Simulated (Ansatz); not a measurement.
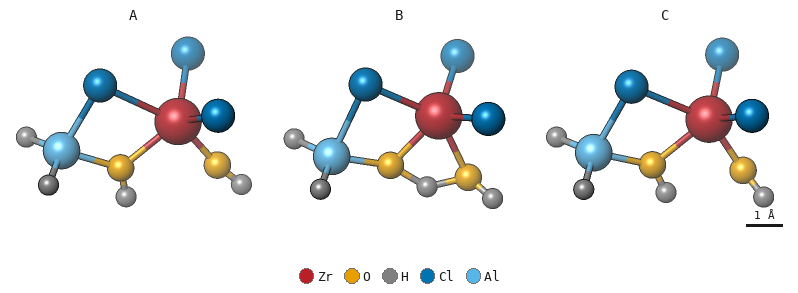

3 geometries from a converged minimum-energy path of ZrAlH$_{4}$O$_{2}$Cl$_{3}$, shuffled. Style: ball-and-stick. Shown from a free direction.

Theory: RKS PBE/def2-SVP in Ansatz. Set-up: 5 movable images; climbing image; force threshold 0.05 eV/Å; iteration limit 60; starting path through a guess of the saddle point.

Which frame is the transition state?

B. In order along the path, whose images run from 0 to 6: A (image 0, 0.0 kJ/mol), C (image 2, +9.1 kJ/mol), B (image 4, +69.7 kJ/mol). A hydrogen atom shifts from one atom to another. Breaking: H–O (0.98 → 2.50 Å). Forming: H–O (2.75 → 0.98 Å).
